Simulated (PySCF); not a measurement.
C$_{8}$H$_{11}$FSi

The calculation's input:

```
{"job": {"kind": "nmr", "xc": "PBE0", "basis": "pcSseg-1"}, "charge": 0, "multiplicity": 1}
C      3.284596    -0.139081     0.470897
C      2.228618    -0.769889    -0.010246
C      1.232133    -0.163323    -0.932344
Si    -0.375915     0.255368     0.022236
C     -0.062827     1.519289     1.404956
C     -1.394075    -1.263347     0.496613
C     -2.541186    -1.275013    -0.195115
C     -2.778614    -0.174835    -1.114215
C     -1.796350     0.729290    -1.157685
F     -1.852538     1.817637    -1.953224
H      3.508833     0.877686     0.192246
H      3.973154    -0.609544     1.151531
H      2.022963    -1.789674     0.286647
H      1.001987    -0.857836    -1.740268
H      1.637583     0.746176    -1.374400
H      0.272325     2.466978     0.994625
H      0.709564     1.157095     2.076092
H     -0.958943     1.705016     1.988300
H     -1.145814    -2.042613     1.197001
H     -3.289916    -2.049168    -0.106751
H     -3.684497    -0.123270    -1.697369
```

Command:

```sh
OMP_NUM_THREADS=1 python probes_run.py task.json out
```

Geometry: GFN2-xTB.

All numbers below come from PBE0/pcSseg-1, SCF density, gas phase, non-relativistic (PySCF 2.14.0).

**Predict the electron density and electron localisation function between the atoms.**

C–C (1.34 Å): ρ at the midpoint is about 2.2 e/Å³; the ELF peaks at about 0.90 between the atoms: a multiple bond.
C–F (1.35 Å): ρ at the midpoint is about 2.2 e/Å³, with its minimum of 1.7 e/Å³ about 0.5 Å from C; the ELF peaks at about 0.85 between the atoms (a shared but strongly polarised pair).
C–Si (1.89 Å): ρ at the midpoint is about 0.93 e/Å³; the ELF peaks at about 0.95 between the atoms (localised, covalent bonding).
C–H (1.08 Å): ρ is about 2 e/Å³ halfway; the ELF climbs to about 1 towards the hydrogen, as it does in any bond to H; a covalent bond by its length.

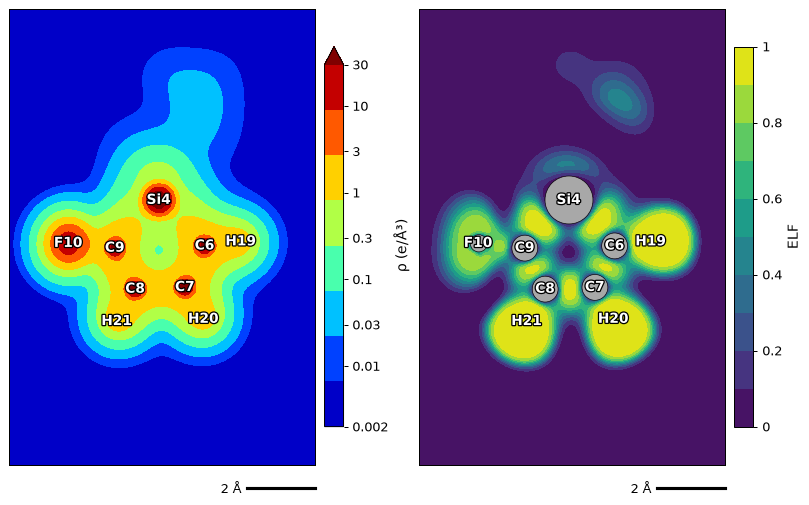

Computed electron density and electron localisation function on the plane of atoms C8, C7 and H20, in this order. Grey discs cover the atomic cores in the ELF map. 
